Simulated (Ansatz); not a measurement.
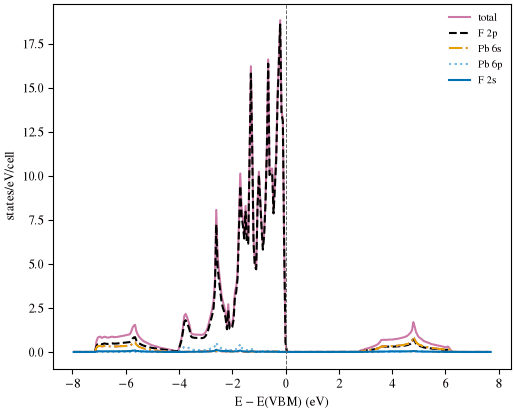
Figure. Total and projected density of states of PbF4 in space group I4/mmm (No. 139; Pb on 2a, F on 4e, F on 4c), r²SCAN+D4 in the plane-wave PAW code Ansatz

**Question.** Which orbitals carry the states next to the gap?

**Answer.** Top 1 eV of the valence band: F 2p 98 %. Bottom 1 eV of the conduction band: Pb 6s 46 %, F 2p 45 %. Projections are on Löwdin-orthogonalised atomic valence shells; empty p or d shells of many metals are not among them.

The workflow started from a Materials Project entry (that database holds measured and hypothetical structures alike); the Crystallography Open Database files this formula in space group No. 139, but the cells were not matched. Whether it is the stable phase at ambient conditions was not checked. The cell was relaxed with r²SCAN+D4 under the symmetry of its start; its stability against distortions is not shown here. Scalar-relativistic: spin–orbit coupling is off unless named, which matters more the heavier the elements.

Potentials: the later of the program's two PAW sets.
